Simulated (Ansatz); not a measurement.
# Calibrating SPW92/def2-TZVPP on B-containing radicals

The atomisation energy (no zero-point term) in kJ/mol of 6 B-containing radicals: x at SPW92/def2-TZVPP, y at CCSD(T)/CBS estimate. Shapes, held fixed at every level: PBE0-D4/def2-TZVP. Flexible molecules stand in one conformer, not always the lowest. Programs: Ansatz 0.2.0.

| molecule | x (kJ/mol) | y (kJ/mol) |
| --- | --- | --- |
| C2H6B (SMILES [BH]CC) | 3643 | 3219 |
| B(CH3)2 | 3716 | 3282 |
| BH(CH2)(CH3) | 3724 | 3313 |
| B(CH2)(CH3)(SH) | 4204 | 3693 |
| C2H7BN (SMILES B[N]CC) | 4652 | ? |
| C3H8B (SMILES C[B]CC) | 5104 | 4504 |

Fit y = c + s·x to the known rows and predict y for C2H7BN.


1. Means of the 5 rows: x = 4078.20, y = 3602.2.
2. Σ(Δx)² = 1514137, Σ(Δx·Δy) = 1321669, so the slope is 1321669/1514137 = 0.87289.
3. Intercept: 3602.2 − (0.87289) × 4078.20 = 42.4. The largest residual of the fit is 20.
4. C2H7BN: 42.4 + 0.87289 × 4652 = 4103 kJ/mol.

CCSD(T)/CBS estimate gives 4047 kJ/mol, so the prediction is off by +56 kJ/mol, more than the largest residual. Uncorrected, SPW92/def2-TZVPP misses C2H7BN by +605 kJ/mol, and the other rows by 476 on average. The line removes about 90 % of this miss. C3H8B lies far out in x and weighs most in the slope. Left out in turn, the other rows are missed by 25 kJ/mol on average, so much of the error is systematic among these molecules. Spin contamination: C2H7BN (⟨S²⟩ up to 0.78). Open shells run unrestricted. The CBS estimate extrapolates MP2 from def2-TZVPP and def2-QZVPP and adds CCSD(T) − MP2 in the triple-zeta set, cores frozen.

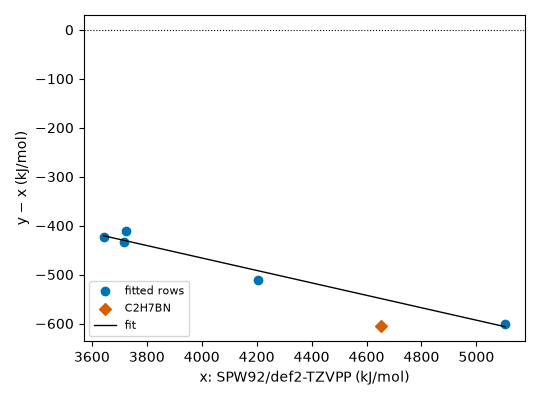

The correction y − x against x, with the fitted line and the withheld molecule.
